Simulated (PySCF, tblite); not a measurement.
# C5H6F3NO: a rotation path, then NMR shifts on frames, part 2 of 2

tblite 0.8.0 and PySCF 2.14.0. Atoms count from 0. The steps go on from the part before.

**5. NMR shieldings: image 4, PBE0/pcSseg-1**

The job: settings as JSON, then the geometry in Å.

```
{"job": {"kind": "nmr", "xc": "PBE0", "basis": "pcSseg-1", "pop": false}, "charge": 0, "multiplicity": 1}
C      2.741000     0.061500    -0.772100
C      1.300100     0.212400    -1.203100
O      0.931500     0.353200    -2.345600
N      0.421600     0.161300    -0.167600
C     -1.007600     0.281000    -0.398900
C     -1.744500     0.218000     0.895600
F     -1.510500     1.241400     1.741700
C     -2.561100    -0.755000     1.282000
F     -3.210700    -0.813600     2.431600
F     -2.835100    -1.809700     0.527800
H      2.880700    -0.900000    -0.283000
H      3.383800     0.115500    -1.645200
H      3.011500     0.851700    -0.075300
H      0.746600     0.073000     0.781300
H     -1.212200     1.239800    -0.894500
H     -1.342700    -0.521600    -1.064400
```

Method: GIAO PBE0/pcSseg-1 NMR shielding, non-relativistic, gas phase.

The log of the run:

```text
coarse grid: 14560 points
cycle   1  E = -622.6116180948  dE =  1.757e+00  |g| = 1.078e+00  |ddm| = 3.629e+00
cycle   2  E = -621.9133779485  dE =  6.982e-01  |g| = 2.161e+00  |ddm| = 2.833e+00
cycle   3  E = -622.8095587531  dE = -8.962e-01  |g| = 2.994e-01  |ddm| = 2.270e+00
cycle   4  E = -622.8231782567  dE = -1.362e-02  |g| = 1.526e-01  |ddm| = 3.206e-01
cycle   5  E = -622.8272009759  dE = -4.023e-03  |g| = 2.894e-02  |ddm| = 1.119e-01
cycle   6  E = -622.8273628897  dE = -1.619e-04  |g| = 1.069e-02  |ddm| = 2.957e-02
cycle   7  E = -622.8273847798  dE = -2.189e-05  |g| = 3.592e-03  |ddm| = 1.020e-02
cycle   8  E = -622.8273871260  dE = -2.346e-06  |g| = 1.082e-03  |ddm| = 3.153e-03
final grid: 145288 points
cycle   9  E = -622.9136634678  dE = -3.768e-05  |g| = 1.338e-02  |ddm| = 2.963e-02
cycle  10  E = -622.9135784174  dE =  8.505e-05  |g| = 2.515e-02  |ddm| = 2.677e-02
cycle  11  E = -622.9136976618  dE = -1.192e-04  |g| = 2.430e-03  |ddm| = 1.913e-02
cycle  12  E = -622.9136988531  dE = -1.191e-06  |g| = 4.370e-04  |ddm| = 1.978e-03
cycle  13  E = -622.9136988753  dE = -2.215e-08  |g| = 1.756e-04  |ddm| = 3.970e-04
cycle  14  E = -622.9136988800  dE = -4.766e-09  |g| = 3.739e-05  |ddm| = 1.277e-04
cycle  15  E = -622.9136988803  dE = -2.860e-10  |g| = 1.080e-05  |ddm| = 3.350e-05
converged SCF energy = -622.9136988803

GIAO shielding tensors (ppm)
atom      isotropic    diamagn.    paramagn.     s11        s22        s33       span
  0 C      163.398     250.043     -86.645    137.522    156.619    196.054     58.532
  1 C       17.143     246.159    -229.016    -72.133     27.978     95.585    167.718
  2 O     -103.708     401.874    -505.582   -436.206   -209.700    334.782    770.988
  3 N      141.252     331.329    -190.077     41.726    135.698    246.331    204.605
  4 C      144.870     244.931    -100.061    135.276    140.510    158.825     23.549
  5 C       50.419     251.947    -201.528     11.600     55.838     83.817     72.217
  6 F      366.011     473.340    -107.329    305.229    368.447    424.357    119.128
  7 C       19.557     251.365    -231.808    -44.308     45.831     57.148    101.456
  8 F      273.137     468.375    -195.238    242.780    286.372    290.259     47.479
  9 F      290.063     474.893    -184.830    253.440    294.430    322.321     68.881
 10 H       29.683      29.551       0.132     25.821     29.280     33.948      8.127
 11 H       29.906      26.854       3.052     25.974     27.967     35.777      9.804
 12 H       29.692      29.134       0.557     25.783     29.330     33.963      8.180
 13 H       27.066      37.894     -10.828     20.671     29.005     31.521     10.850
 14 H       27.332      29.384      -2.052     22.867     26.519     32.610      9.743
 15 H       27.511      31.369      -3.857     23.033     26.913     32.588      9.556
```

It took 98 s on 1 thread, shared host.

This run: δ C1 169.8, C7 167.4, C5 136.5, C4 42.1, H13 4.65, H14 4.39 ppm.

**6. NMR shieldings: image 6, PBE0/pcSseg-1**

The job: settings as JSON, then the geometry in Å.

```
{"job": {"kind": "nmr", "xc": "PBE0", "basis": "pcSseg-1", "pop": false}, "charge": 0, "multiplicity": 1}
C      2.751800     0.142700    -0.749600
C      1.315600     0.394900    -1.146000
O      0.968300     0.937500    -2.168400
N      0.418600    -0.057600    -0.227400
C     -1.007500     0.043700    -0.456100
C     -1.740300     0.253500     0.829500
F     -1.467500     1.395000     1.486800
C     -2.592300    -0.608900     1.373200
F     -3.244200    -0.453400     2.512700
F     -2.904200    -1.768400     0.806100
H      2.925300    -0.926700    -0.649400
H      3.409800     0.540500    -1.515900
H      2.970600     0.625100     0.200300
H      0.736000    -0.555600     0.588500
H     -1.149000     0.901400    -1.125300
H     -1.398700    -0.854900    -0.948300
```

Level: GIAO PBE0/pcSseg-1 NMR shielding, non-relativistic, gas phase.

The log of the run:

```text
coarse grid: 14560 points
cycle   1  E = -622.6113811729  dE =  1.757e+00  |g| = 1.080e+00  |ddm| = 3.633e+00
cycle   2  E = -621.8682134157  dE =  7.432e-01  |g| = 2.206e+00  |ddm| = 2.829e+00
cycle   3  E = -622.8101319213  dE = -9.419e-01  |g| = 3.020e-01  |ddm| = 2.282e+00
cycle   4  E = -622.8237124846  dE = -1.358e-02  |g| = 1.581e-01  |ddm| = 3.236e-01
cycle   5  E = -622.8279824877  dE = -4.270e-03  |g| = 3.073e-02  |ddm| = 1.146e-01
cycle   6  E = -622.8281679831  dE = -1.855e-04  |g| = 1.116e-02  |ddm| = 3.127e-02
cycle   7  E = -622.8281911695  dE = -2.319e-05  |g| = 3.785e-03  |ddm| = 1.036e-02
cycle   8  E = -622.8281937764  dE = -2.607e-06  |g| = 1.152e-03  |ddm| = 3.373e-03
final grid: 145288 points
cycle   9  E = -622.9147801347  dE = -3.690e-05  |g| = 1.343e-02  |ddm| = 2.682e-02
cycle  10  E = -622.9146950226  dE =  8.511e-05  |g| = 2.523e-02  |ddm| = 2.667e-02
cycle  11  E = -622.9148144085  dE = -1.194e-04  |g| = 2.477e-03  |ddm| = 1.887e-02
cycle  12  E = -622.9148156242  dE = -1.216e-06  |g| = 4.136e-04  |ddm| = 1.971e-03
cycle  13  E = -622.9148156434  dE = -1.919e-08  |g| = 1.804e-04  |ddm| = 3.777e-04
cycle  14  E = -622.9148156487  dE = -5.290e-09  |g| = 3.453e-05  |ddm| = 1.358e-04
cycle  15  E = -622.9148156489  dE = -2.467e-10  |g| = 1.086e-05  |ddm| = 3.247e-05
converged SCF energy = -622.9148156489

GIAO shielding tensors (ppm)
atom      isotropic    diamagn.    paramagn.     s11        s22        s33       span
  0 C      163.197     250.091     -86.895    137.470    156.431    195.689     58.219
  1 C       17.111     246.106    -228.995    -73.571     28.575     96.328    169.899
  2 O      -96.408     401.574    -497.981   -424.917   -202.840    338.535    763.452
  3 N      138.435     331.000    -192.565     46.633    133.297    235.376    188.743
  4 C      147.068     246.237     -99.168    127.817    151.470    161.918     34.102
  5 C       50.448     251.091    -200.642     11.416     54.880     85.049     73.632
  6 F      364.611     473.592    -108.981    302.484    365.299    426.052    123.568
  7 C       19.233     251.534    -232.301    -45.446     46.005     57.139    102.585
  8 F      273.084     468.202    -195.118    243.070    287.332    288.850     45.780
  9 F      295.274     474.864    -179.590    254.856    299.471    331.496     76.640
 10 H       29.767      29.144       0.623     25.927     29.140     34.232      8.305
 11 H       29.831      26.825       3.006     25.844     27.934     35.715      9.871
 12 H       29.612      29.518       0.094     25.681     29.314     33.841      8.160
 13 H       27.385      37.840     -10.455     21.564     29.463     31.128      9.564
 14 H       26.465      29.976      -3.511     21.773     27.360     30.262      8.489
 15 H       27.974      30.948      -2.973     22.782     27.052     34.090     11.308
```

It took 1.7 min on 1 thread, shared host.

This run: δ C1 169.8, C7 167.7, C5 136.5, C4 39.9, H14 5.25, H13 4.33 ppm.

**7. Shielding tensors: image 8, PBE0/pcSseg-1**

The job: settings as JSON, then the geometry in Å.

```
{"job": {"kind": "nmr", "xc": "PBE0", "basis": "pcSseg-1", "pop": false}, "charge": 0, "multiplicity": 1}
C      2.725700     0.214700    -0.683100
C      1.286200     0.483000    -1.053800
O      0.928900     1.295400    -1.873000
N      0.398800    -0.301600    -0.377900
C     -1.027400    -0.145300    -0.543000
C     -1.685900     0.255500     0.743800
F     -1.317600     1.448000     1.243200
C     -2.551100    -0.484100     1.427700
F     -3.134500    -0.158700     2.569200
F     -2.953100    -1.682800     1.017800
H      2.969800    -0.831700    -0.850900
H      3.374500     0.837700    -1.291300
H      2.886300     0.449600     0.366900
H      0.728900    -0.959300     0.310000
H     -1.148700     0.655300    -1.283400
H     -1.488400    -1.066700    -0.911800
```

Method: GIAO PBE0/pcSseg-1 NMR shielding, non-relativistic, gas phase.

The log of the run:

```text
coarse grid: 14560 points
cycle   1  E = -622.6124637785  dE =  1.756e+00  |g| = 1.080e+00  |ddm| = 3.637e+00
cycle   2  E = -621.9112510757  dE =  7.012e-01  |g| = 2.171e+00  |ddm| = 2.855e+00
cycle   3  E = -622.8127210863  dE = -9.015e-01  |g| = 2.934e-01  |ddm| = 2.293e+00
cycle   4  E = -622.8258404286  dE = -1.312e-02  |g| = 1.470e-01  |ddm| = 3.037e-01
cycle   5  E = -622.8295348806  dE = -3.694e-03  |g| = 2.832e-02  |ddm| = 1.055e-01
cycle   6  E = -622.8296881050  dE = -1.532e-04  |g| = 1.038e-02  |ddm| = 2.810e-02
cycle   7  E = -622.8297079696  dE = -1.986e-05  |g| = 3.306e-03  |ddm| = 9.386e-03
cycle   8  E = -622.8297099333  dE = -1.964e-06  |g| = 1.058e-03  |ddm| = 3.022e-03
final grid: 145288 points
cycle   9  E = -622.9157249915  dE = -3.462e-05  |g| = 1.299e-02  |ddm| = 2.785e-02
cycle  10  E = -622.9156436590  dE =  8.133e-05  |g| = 2.456e-02  |ddm| = 2.602e-02
cycle  11  E = -622.9157573941  dE = -1.137e-04  |g| = 2.359e-03  |ddm| = 1.853e-02
cycle  12  E = -622.9157585173  dE = -1.123e-06  |g| = 4.051e-04  |ddm| = 1.913e-03
cycle  13  E = -622.9157585360  dE = -1.877e-08  |g| = 1.732e-04  |ddm| = 3.674e-04
cycle  14  E = -622.9157585407  dE = -4.681e-09  |g| = 3.641e-05  |ddm| = 1.280e-04
cycle  15  E = -622.9157585410  dE = -2.819e-10  |g| = 1.104e-05  |ddm| = 3.387e-05
converged SCF energy = -622.9157585410

GIAO shielding tensors (ppm)
atom      isotropic    diamagn.    paramagn.     s11        s22        s33       span
  0 C      163.170     250.134     -86.963    137.802    156.287    195.422     57.620
  1 C       17.496     246.393    -228.897    -74.801     30.053     97.236    172.037
  2 O      -88.324     401.693    -490.017   -411.311   -195.767    342.106    753.417
  3 N      138.460     331.163    -192.703     48.922    142.210    224.249    175.327
  4 C      148.938     246.686     -97.748    123.723    156.261    166.830     43.107
  5 C       50.017     251.129    -201.112     11.206     53.452     85.392     74.186
  6 F      364.441     474.390    -109.949    304.002    365.516    423.804    119.802
  7 C       19.518     251.694    -232.177    -43.456     44.786     57.223    100.679
  8 F      275.260     468.712    -193.452    249.922    287.055    288.803     38.881
  9 F      298.229     474.621    -176.391    255.620    302.621    336.447     80.826
 10 H       29.761      28.809       0.952     25.864     29.057     34.363      8.499
 11 H       29.773      26.954       2.819     25.740     27.911     35.668      9.928
 12 H       29.663      29.839      -0.177     25.796     29.256     33.936      8.140
 13 H       27.345      37.537     -10.191     21.497     29.761     30.777      9.280
 14 H       26.027      29.865      -3.838     21.488     26.703     29.891      8.403
 15 H       28.176      30.560      -2.384     22.630     27.606     34.292     11.662
```

Wall time 1.7 min (1 thread, shared host).

In short: δ C1 169.4, C7 167.4, C5 136.9, C4 38.0, H14 5.69, H13 4.37 ppm.

**8. Run by run: NMR shifts**

Shifts (ppm) of some atoms, chosen among heavy atoms and hydrogens apart, with basis size and wall time:

| frame | C4 | H15 | H14 | O2 | F8 | F9 | F6 | functions | time |
| --- | --- | --- | --- | --- | --- | --- | --- | --- | --- |
| image 0 | 38.0 | 5.45 | 3.58 | 427.4 | -106.9 | -119.9 | -198.8 | 200 | 2.2 min |
| image 2 | 39.8 | 5.02 | 3.87 | 429.5 | -105.6 | -119.7 | -196.0 | 200 | 2 min |
| image 4 | 42.1 | 4.21 | 4.39 | 439.8 | -102.2 | -119.1 | -195.1 | 200 | 98 s |
| image 6 | 39.9 | 3.74 | 5.25 | 432.5 | -102.1 | -124.3 | -193.7 | 200 | 1.7 min |
| image 8 | 38.0 | 3.54 | 5.69 | 424.4 | -104.3 | -127.3 | -193.5 | 200 | 1.7 min |

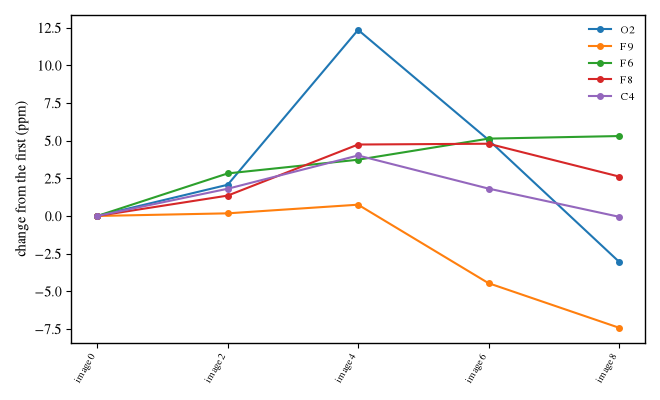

How five of the tabulated atoms move from run to run.

**9. Outcome**

This closing draws on all 2 parts.

| quantity | value |
| --- | --- |
| barrier | 0.084 eV (1.9 kcal/mol) at image 4 |
| end to end (GFN2-xTB) | 0.014 eV |
| 13C shifts against TMS (PBE0/pcSseg-1, image 0) | 168.7, 166.3, 138.2, 38.0, 23.9 ppm |
| 1H shifts against TMS (PBE0/pcSseg-1, image 0) | 5.45, 5.16, 3.58, 2.03, 2.01, 1.92 ppm |
| 17O shifts against H2O (PBE0/pcSseg-1, image 0) | 427.4 ppm |
| 15N shifts against NH3 (PBE0/pcSseg-1, image 0) | 126.4 ppm |
| 19F shifts against CFCl3 (PBE0/pcSseg-1, image 0) | -106.9, -119.9, -198.8 ppm |
| surface potential, 1st and 99th percentile | -1.85 V and 2.11 V |
| range of the shift of O2 | 424.4 to 439.8 ppm |

**Reading.** Along the band the dihedral turns by 132°, and the top (dihedral 181°) lies 1.9 kcal/mol above the start (GFN2-xTB, rough), so at room temperature this motion is fast. Ends this close can change order at a higher level. The top was not checked by a frequency run. Shifts at one fixed geometry are not the observed spectrum, which averages over the motion. In the first frame run (image 0): The widest tensor belongs to O2: span 759 ppm, with a paramagnetic part of -494 ppm. Across the 5 runs the shift of O2 moves most, between 424.4 (image 8) and 439.8 ppm (image 4).
